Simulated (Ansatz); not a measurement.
**FH6NOSi2: density, localisation and related maps**

Input file:

```
crystal:
  periodic: [false, false, false]
  atoms:
    - { symbol: "N", position_ang: [0.0958, 1.631, 0.824] }
    - { symbol: Si, position_ang: [0.9526, 0.3314, 0.2623] }
    - { symbol: F, position_ang: [1.4738, -0.327, 1.6002] }
    - { symbol: Si, position_ang: [-0.2714, -1.1833, -0.9773] }
    - { symbol: O, position_ang: [-1.8697, -1.3488, -0.3368] }
    - { symbol: H, position_ang: [-0.5276, 1.3656, 1.586] }
    - { symbol: H, position_ang: [0.7315, 2.3294, 1.2405] }
    - { symbol: H, position_ang: [2.131, 0.8894, -0.5255] }
    - { symbol: H, position_ang: [-1.95688, -2.33254, -0.40573] }
    - { symbol: H, position_ang: [0.2973, -2.5318, -1.0071] }
    - { symbol: H, position_ang: [-2.4318, -0.5414, -0.3281] }
basis:
  gaussian: { orbitals: def2-SVP }
hamiltonian:
  xc: blyp
  dispersion: d4
relax:
  f_tol: 0.02
  max_steps: 50
output:
  orbitals: {}
```

Run with:

```sh
ansatz run input.yaml --threads 2 --pin off --max-ram 3072MiB --backend cpu --events-out ev --progress --plain --runs-dir out
```

The fields are those of the relaxed geometry.

Theory: RKS BLYP-D4/def2-SVP (Ansatz).

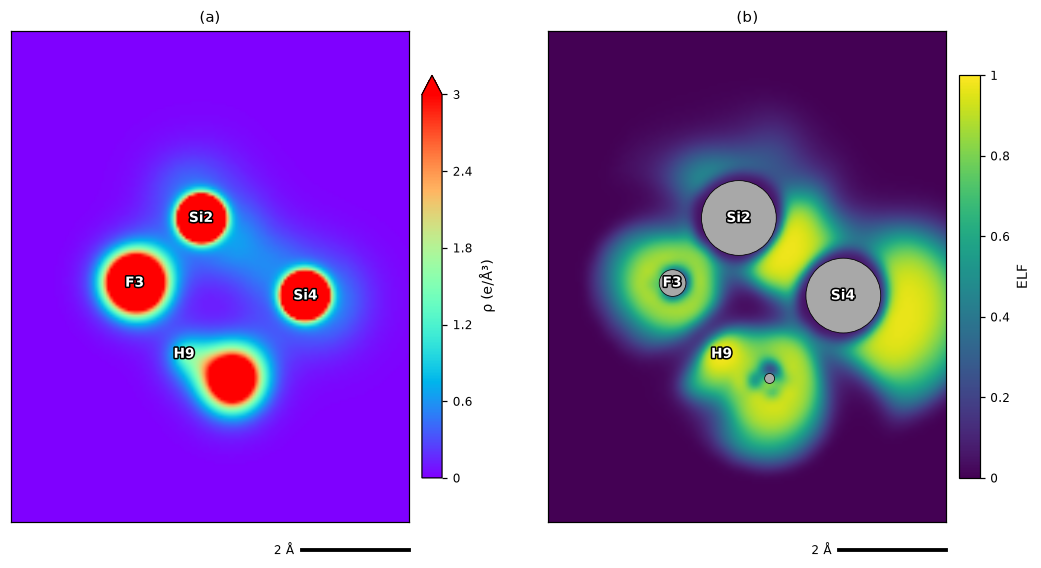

Figure 1. (a) electron density; (b) ELF on the plane of atoms F3, Si2 and Si4. Grey discs cover the atomic cores in the ELF map.

### What does the map show?

The section cuts through Si, F and H sites.
Si–F (1.74 Å): ρ is about 0.77 e/Å³ halfway; the ELF peaks at about 0.85 in the valence shell of F, 0.6 Å from its nucleus, and is about 0.50 at the midpoint.
Si–Si (2.43 Å): ρ is about 0.57 e/Å³ halfway; the ELF peaks at about 1 between the atoms; a covalent bond.
The ELF also peaks beside O5, Si4 and F3, away from the bonds: lone-pair regions.

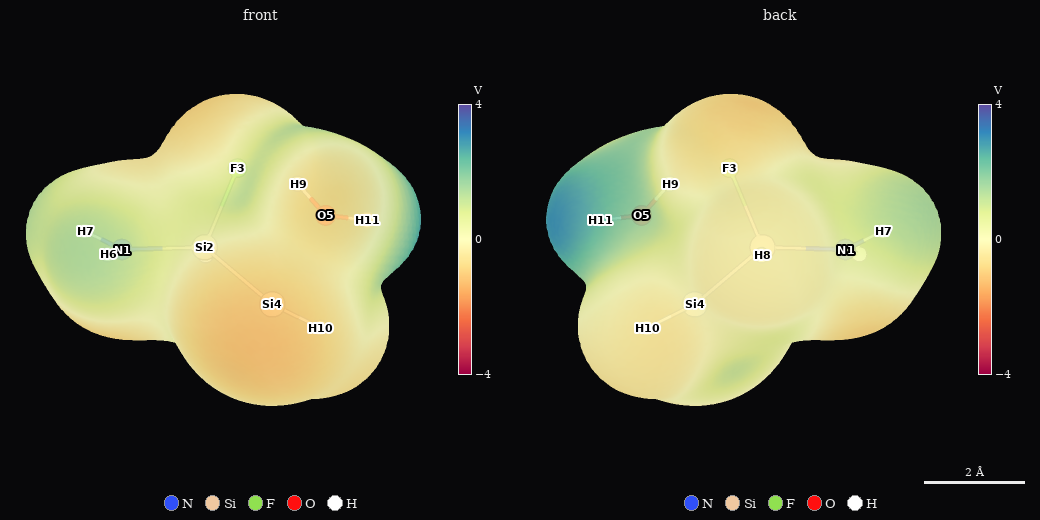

Figure 2. The electrostatic potential painted on the density surface at 0.002 e/bohr³, seen from the front and from behind; the colour scale runs from red (negative) to blue (positive).

### Describe the electrostatic potential map.

The most negative region (about −1.3 V, or −30 kcal/mol for a unit charge) lies over Si4, the most positive (about +3.0 V, or +69 kcal/mol for a unit charge) over H11.

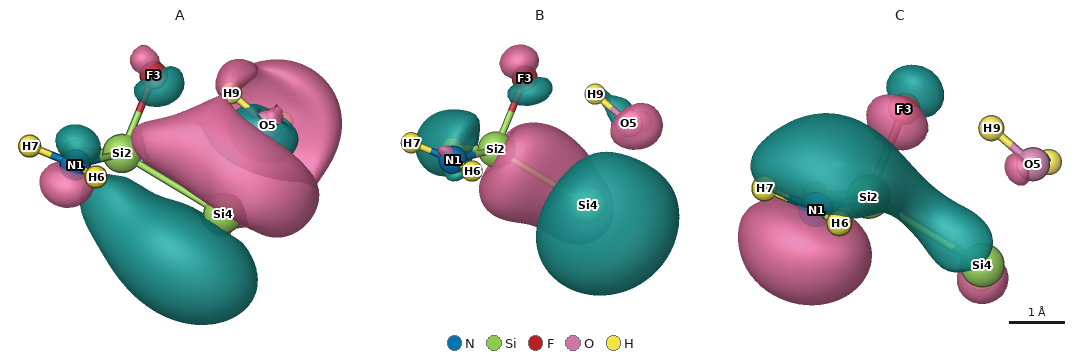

Figure 3. Three frontier orbitals at ±0.08 Å⁻³ᐟ² (teal and pink are the two phases), in no order.

### Order the three orbitals by energy and name them.

C is the HOMO−1 (−5.95 eV). It lies mainly on N1 (about 70 %); largely a lone pair of N1. B is the HOMO (−4.63 eV). It lies mainly on Si4 (about 65 %) and Si2 (about 15 %). A is the LUMO (−1.65 eV). Its weight (Hirshfeld) is mainly on Si4 (about 50 %), O5 (about 15 %), Si2 (about 10 %) and H11 (about 10 %).

### What is the HOMO–LUMO gap?

2.98 eV between the orbital energies.
